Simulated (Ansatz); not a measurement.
MgSi3 (triplet)

Input

```
crystal:
  periodic: [false, false, false]
  atoms:
    - {symbol: Mg, position_ang: [-1.723819, 0.778633, -1.399104]}
    - {symbol: Si, position_ang: [-0.061581, 0.930290, 0.744236]}
    - {symbol: Si, position_ang: [0.224426, -0.936581, -0.552954]}
    - {symbol: Si, position_ang: [1.560974, -0.772342, 1.207822]}
basis:
  gaussian: {orbitals: def2-TZVP, initial_orbitals: start.molden}
magnetization: {spin_polarized: true, initial_magnetization: 2}
hamiltonian: {xc: pbe0, dispersion: d4}
scf: {omitted_lower_state_checks: [starts]}
output: {orbitals: {seedname: orbitals}}
```

Run with:

```sh
ansatz run in.yaml --threads 4 --pin off --events-out ev --progress --plain --max-ram 3916MiB
```

Geometry: r2SCAN-D4/def2-TZVP.

Theory: UKS PBE0-D4/def2-TZVP (Ansatz 0.2.0).

> What will maps of the electron density, electron localisation function and spin density show?

Si–Si (2.22 Å): ρ is about 0.59 e/Å³ halfway; the ELF peaks at about 0.80 between the atoms, as expected for a covalent bond.
Mg–Si (2.72 Å): the density is about 0.23 e/Å³ at the midpoint; the ELF peaks at about 0.75 in the valence shell of Si, 1.1 Å from its nucleus, and is about 0.65 at the midpoint.
Si–Si (2.29 Å): the density is about 0.53 e/Å³ at the midpoint; the ELF peaks at about 0.75 between the atoms.
Si–Si (2.40 Å): the density is about 0.5 e/Å³ at the midpoint; the ELF peaks at about 0.80 between the atoms (a covalent bond).
The unpaired spin (2 electrons) lies mostly on Mg1 (about 0.9), Si3 (about 0.4), Si2 (about 0.4) and Si4 (about 0.3), in electrons by Hirshfeld's partition.

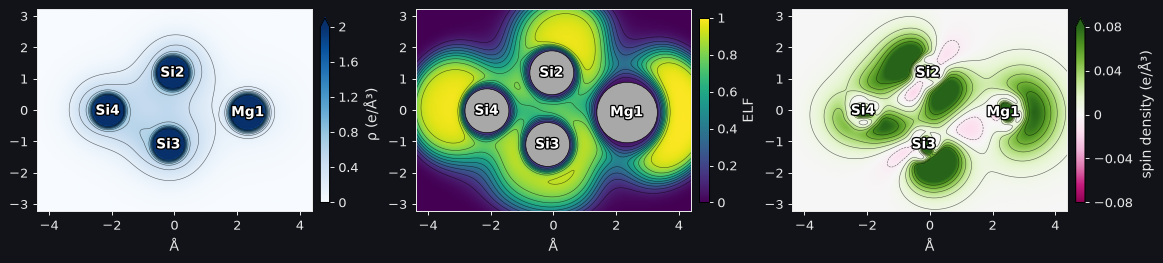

Computed electron density, electron localisation function and spin density on the molecular plane, in this order. Grey discs cover the atomic cores in the ELF map. 
